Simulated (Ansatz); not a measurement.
```
atom    x (Å)    y (Å)    z (Å)
   B  -0.7361   0.2763  -0.8750
  Al   0.5183   0.0187   0.8106
  Br   1.6828  -1.9560   0.8107
   H  -1.8906  -0.1166  -0.8983
   H  -0.3429   0.7915  -1.9082
   H   0.7686   0.9860   2.0602
```

Level of theory: RKS PBE/def2-SVP (Ansatz).

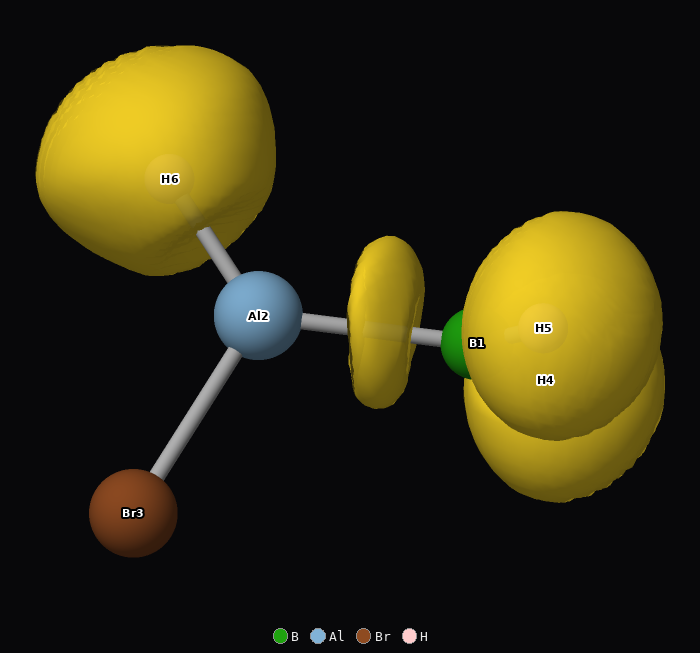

AlBBrH3. Isosurface of the electron localisation function at 0.9 (yellow), seen at a tilt. Only the valence region is drawn (cores and ρ < 0.01 e/Å³ removed).

Q: What do the ELF domains correspond to?

A: The ELF exceeds this value in one region between bonded Al–B atoms (shared pairs) and three regions around hydrogen nuclei. Profiles from the grid: Al–B (2.12 Å): the ELF peaks at about 1 between the atoms: a covalent bond. Al–Br (2.29 Å): the ELF peaks at about 0.85 in the valence shell of Br, 1.1 Å from its nucleus, and is about 0.80 at the midpoint.
